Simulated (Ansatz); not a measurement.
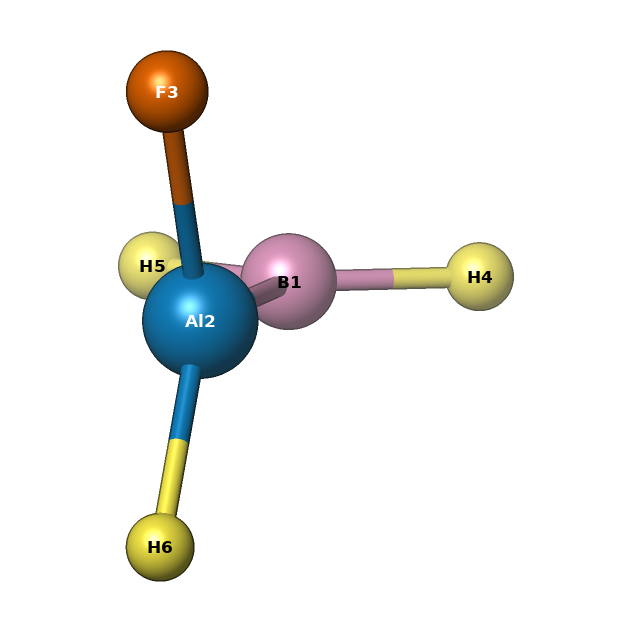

B1 lies behind Al2. The molecule seen a little off the Al2–B1 bond, Al2 in front. Atoms fade into the background with distance from the viewer. Computed geometry: PBE-D4/def2-SVP optimisation. No frequency run is at hand to confirm it as a minimum.

What is the torsion angle F3–Al2–B1–H4? The sign is positive where the front bond must turn clockwise to cover the back bond.

91°, about perpendicular.
